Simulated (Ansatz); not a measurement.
```xyz
9

O    -0.9812    2.3918    0.0796
O     2.0595    1.9077   -1.2077
O    -0.3617    0.0233   -1.8923
O     0.9579    0.1705    1.1695
Sn    0.4186    1.1233   -0.4627
H    -0.8697    2.6614    1.0000
H     1.9919    2.0133   -2.1650
H    -1.3197   -0.0467   -1.7947
H     1.8719   -0.1347    1.1090
```

Geometry: PBE0-D4/def2-SVP; core potentials replace the inner electrons of Sn.

The calculation used Ansatz, isolated molecule in a Gaussian basis; Kohn-Sham density functional theory, functional PBE0.

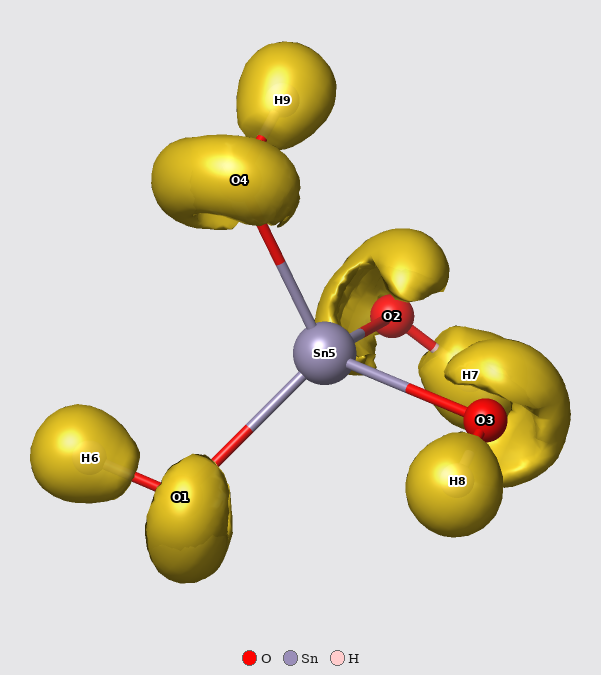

H4O4Sn. Isosurface of the ELF at 0.85 (yellow), seen at a tilt. Only the valence region is drawn (cores and ρ < 0.01 e/Å³ removed).

### What do the ELF domains correspond to?

The surface consists of four regions around hydrogen nuclei and four lobes on O, pointing away from the bonds (lone pairs, which may merge into one lobe). Profiles from the grid: Sn–O (1.97 Å): the ELF peaks at about 0.80 in the valence shell of O, 0.6 Å from its nucleus, and drops to about 0.15 between the two atoms. O–H (0.97 Å): the ELF climbs to about 1 towards the hydrogen, as it does in any bond to H (an ordinary covalent bond to hydrogen).
